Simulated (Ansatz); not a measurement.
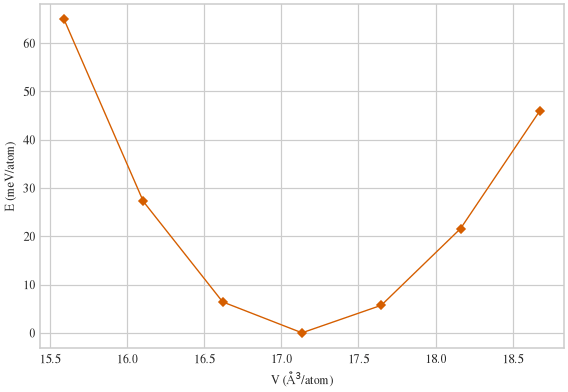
NiSb (NiAs type, space group No. 194) under volume change, r²SCAN (plane waves, PAW; program Ansatz), shape and atoms relaxed at each volume.

Question: What does a third-order Birch–Murnaghan fit give for V₀, B₀ and B′?

Answer: V₀ = 17.13 Å³/atom, B₀ = 125 GPa, B′ = 4.7.

Space group P6_3/mmc (NiAs type). The r²SCAN relaxation kept the symmetry of its start; of distortions, only those at the zone centre were tested. The workflow began spin-polarised and lost its moments. Spin–orbit coupling is left out wherever it is not named.

Potentials: the later of the program's two PAW sets.
